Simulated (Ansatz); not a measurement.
# GaH2OF (SMILES [OH][GaH][F]): CCSD(T)/cc-pVDZ

What is the electronic atomisation energy of GaH2OF at CCSD(T)/cc-pVDZ? 

The results are computed with Ansatz 0.2.0.

61 further runs of the same task are left out: 61 set aside as unsound or not needed.

### 1 The structure to begin with

GaH2OF has 5 atoms, charge 0, and is taken as a singlet. As SMILES, `[OH][GaH][F]`. The shape is that of a PBE0-D4/def2-TZVP optimisation. This is one conformer, not always the lowest.

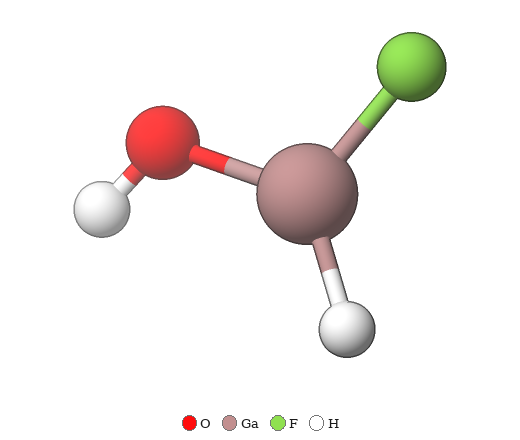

The structure, seen from a chosen angle (oxygen red, gallium pink, fluorine green, hydrogen white).

### 2 A single-point energy at CCSD(T)/cc-pVDZ

File run.yaml:

```yaml
crystal:
  periodic: [false, false, false]
  atoms:
    - {symbol: O, position_ang: [-1.130400, -0.588700, -0.283800]}
    - {symbol: Ga, position_ang: [0.383700, 0.280500, 0.015600]}
    - {symbol: F, position_ang: [0.438300, 1.777800, -0.881200]}
    - {symbol: H, position_ang: [-1.210600, -1.420700, 0.187200]}
    - {symbol: H, position_ang: [1.569000, -0.122600, 0.920900]}
basis:
  gaussian:
    orbitals: cc-pVDZ
correlation:
  method: ccsd_t
  frozen_orbitals: {F: 1, Ga: 9, H: 0, O: 1}
accuracy: high
scf:
  omitted_lower_state_checks: [cluster_reference, increment]
```

On the command line:

```console
$ ansatz run run.yaml --threads 1 --pin off --max-ram 3480MiB --events-out events.jsonl --progress --plain --runs-dir runs
```

Output (excerpt; [...] marks lines left out):

```text
Warning: RAYON_NUM_THREADS=1 ignored (pool sized by the plan → 1); use --threads N
Functional definition: HF
  name "HF"
[...]
1380 factors; integrals over basis functions are off by at most 4.4e-9 eV
[...]
mean field -57109.97586011 eV, -2098.7529023271 hartree, gradient 2.2e-8 eV, S^2 0.000000; 0 other end points of the search recorded, 0 dependent functions left out
11 core orbitals not correlated: weight in the atoms' cores, before any rotation towards them, 1.000 or more for the frozen orbitals, at most 0.000 for the correlated occupied ones
reference -57109.97586011 eV, -2098.7529023271 hartree; 14, 14 occupied and 40, 40 virtual orbitals, 1380 factors
second order -12.66324863 eV of doubles, -0.00000000 eV of singles
cycle   1  -12.59502302 eV  change    6.8e-2 eV  update   9.9e-2
[...]
cycle  21  -13.01712395 eV  change    1.9e-9 eV  update   1.1e-9
perturbative correction -0.27073975 eV, -0.0099495023 hartree
Total energy: -57123.26372382 eV, -2099.2412223114 hartree
Checks for a lower state left out: cluster_reference, increment
```

Wall time 3.9 s (1 thread of Intel Xeon 6975P-C (Granite Rapids), shared host); peak memory 0.24 GiB.

### 3 The F atom, same level

File in.yaml:

```yaml
basis:
  gaussian:
    orbitals: cc-pVDZ
crystal:
  periodic: [false, false, false]
  atoms:
    - {symbol: F, position_ang: [0.000000, 0.000000, 0.000000]}
scf:
  omitted_lower_state_checks: [cluster_reference, increment]
accuracy: high
magnetization:
  spin_polarized: true
  initial_magnetization: 1
correlation:
  method: ccsd_t
  frozen_orbitals: {F: 1}
```

On the command line:

```console
$ ansatz run in.yaml --threads 1 --pin off --max-ram 3480MiB --events-out events.jsonl --progress --plain --runs-dir runs
```

Output (excerpt; [...] marks lines left out):

```text
Warning: RAYON_NUM_THREADS=1 ignored (pool sized by the plan → 1); use --threads N
[... 2 set-up lines as earlier in the session ...]
[...]
96 factors; integrals over basis functions are off by at most 1.1e-8 eV
[...]
mean field -2704.13804718 eV, -99.3752403031 hartree, gradient 5.8e-8 eV, S^2 0.752006; 3 other end points of the search recorded, 0 dependent functions left out
1 core orbitals not correlated: weight in the atoms' cores, before any rotation towards them, 1.000 or more for the frozen orbitals, at most 0.000 for the correlated occupied ones
reference -2704.13804718 eV, -99.3752403031 hartree; 4, 3 occupied and 9, 10 virtual orbitals, 96 factors
second order -3.82592278 eV of doubles, -0.00000000 eV of singles
cycle   1  -4.06319665 eV  change   -2.4e-1 eV  update   1.9e-2
[...]
cycle  15  -4.12115259 eV  change   4.8e-10 eV  update  1.1e-10
perturbative correction -0.02406084 eV, -0.0008842197 hartree
Total energy: -2708.28326061 eV, -99.5275740871 hartree
Checks for a lower state left out: cluster_reference, increment
```

Wall time 0.18 s (1 thread of Intel Xeon 6975P-C (Granite Rapids), shared host).

### 4 The Ga atom, same level

File input.yaml:

```yaml
crystal:
  periodic: [false, false, false]
  atoms:
    - symbol: Ga
      position_ang: [0.000000, 0.000000, 0.000000]
basis:
  gaussian: {orbitals: cc-pVDZ}
correlation: {method: ccsd_t, frozen_orbitals: {Ga: 9}}
magnetization: {spin_polarized: true, initial_magnetization: 1}
scf: {omitted_lower_state_checks: [cluster_reference, increment]}
accuracy: high
```

On the command line:

```console
$ ansatz run input.yaml --threads 1 --pin off --max-ram 3480MiB --events-out events.jsonl --progress --plain --runs-dir runs
```

Output (excerpt; [...] marks lines left out):

```text
Warning: RAYON_NUM_THREADS=1 ignored (pool sized by the plan → 1); use --threads N
[... 2 set-up lines as earlier in the session ...]
[...]
255 factors; integrals over basis functions are off by at most 4.4e-9 eV
[...]
mean field -52332.72568807 eV, -1923.1921966411 hartree, gradient 2.6e-8 eV, S^2 0.760002; 3 other end points of the search recorded, 0 dependent functions left out
9 core orbitals not correlated: weight in the atoms' cores, before any rotation towards them, 1.000 or more for the frozen orbitals, at most 0.000 for the correlated occupied ones
reference -52332.72568807 eV, -1923.1921966411 hartree; 7, 6 occupied and 11, 12 virtual orbitals, 255 factors
second order -1.20493379 eV of doubles, -0.00000000 eV of singles
cycle   1  -1.45903637 eV  change   -2.5e-1 eV  update   5.9e-2
[...]
cycle  16  -1.62680572 eV  change  -2.1e-10 eV  update  5.5e-10
perturbative correction -0.04655976 eV, -0.0017110397 hartree
Total energy: -52334.39905356 eV, -1923.2536916884 hartree
Checks for a lower state left out: cluster_reference, increment
```

Run time: 0.42 s. Hardware: 1 thread of Intel Xeon 6975P-C (Granite Rapids), shared host.

### 5 The H atom: the energy at UHF/cc-pVDZ

File job.yaml:

```yaml
crystal:
  periodic: [false, false, false]
  atoms:
    - symbol: H
      position_ang: [0.000000, 0.000000, 0.000000]
basis:
  gaussian: {orbitals: cc-pVDZ}
magnetization: {spin_polarized: true, initial_magnetization: 1}
hamiltonian: {xc: hf}
accuracy: high
```

Run the same way, it converges to -0.49928 Eh (log not shown).

### 6 The O atom, same level

File run.yaml:

```yaml
basis:
  gaussian: {orbitals: cc-pVDZ}
crystal:
  periodic: [false, false, false]
  atoms:
    - symbol: O
      position_ang: [0.000000, 0.000000, 0.000000]
magnetization: {spin_polarized: true, initial_magnetization: 2}
correlation: {method: ccsd_t, frozen_orbitals: {O: 1}}
accuracy: high
scf: {omitted_lower_state_checks: [cluster_reference, increment]}
```

Run the same way, it converges to -74.90995 Eh (log not shown).

### 7 Summary of results

At CCSD(T)/cc-pVDZ, 11 core orbitals frozen:

| quantity | value |
| --- | --- |
| molecule: total energy | -2099.24122 Eh |
| molecule: correlation energy (11 core orbitals frozen) | -488.3 mEh |
| molecule: (T) correction | -9.95 mEh |
| molecule: T1 diagnostic | 0.014 |
| F atom: total energy | -99.52757 Eh |
| F atom: correlation energy (1 core orbital frozen) | -152.3 mEh |
| F atom: (T) correction | -0.88 mEh |
| F atom: ⟨S²⟩ of the reference determinant | 0.752 |
| F atom: T1 diagnostic | 0.003 |
| Ga atom: total energy | -1923.25369 Eh |
| Ga atom: correlation energy (9 core orbitals frozen) | -61.5 mEh |
| Ga atom: (T) correction | -1.71 mEh |
| Ga atom: ⟨S²⟩ of the reference determinant | 0.760 |
| Ga atom: T1 diagnostic | 0.007 |
| H atom: total energy | -0.49928 Eh |
| H atom: ⟨S²⟩ | 0.750 |
| O atom: total energy | -74.90995 Eh |
| O atom: correlation energy (1 core orbital frozen) | -117.8 mEh |
| O atom: (T) correction | -0.75 mEh |
| O atom: ⟨S²⟩ of the reference determinant | 2.004 |
| O atom: T1 diagnostic | 0.003 |
| electronic atomisation energy | 15.006 eV |

In words: Taking the molecule apart into free atoms costs 15.01 eV (346 kcal/mol), before zero-point energy and without spin-orbit coupling. The triples (molecule) make up 2.0 % of the correlation energy. The triples (F atom) make up 0.6 % of the correlation energy. The triples (Ga atom) make up 2.8 % of the correlation energy. The triples (O atom) make up 0.6 % of the correlation energy.
